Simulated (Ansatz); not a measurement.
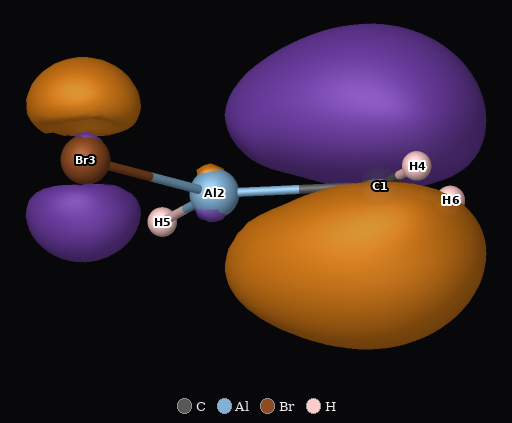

Figure. CH$_{3}$AlBr (doublet). One frontier orbital at ±0.1 Å⁻³ᐟ² (orange and purple are the two phases), seen from one side.

Geometry: r2SCAN-D4/def2-SVP.

All numbers below come from Ansatz, isolated molecule in a Gaussian basis; Kohn-Sham density functional theory, functional PBE0.

```yaml
atoms:
  - { symbol: C, position_ang: [1.1898, 0.0901, -0.6553] }
  - { symbol: Al, position_ang: [-0.6705, 0.4321, -0.3184] }
  - { symbol: Br, position_ang: [-1.2234, 2.3802, 0.6984] }
  - { symbol: H, position_ang: [2.0007, 0.7807, -0.3848] }
  - { symbol: H, position_ang: [-1.8355, -0.5594, -0.7058] }
  - { symbol: H, position_ang: [1.5673, -0.8208, -1.1419] }
```

**Which orbital is it: HOMO (α) or LUMO (α)?**

The HOMO (α), at −7.53 eV. Its weight (Hirshfeld) is mainly on C1 (about 65 %), Al2 (about 15 %) and Br3 (about 5 %); it changes sign across the molecular plane (π type).
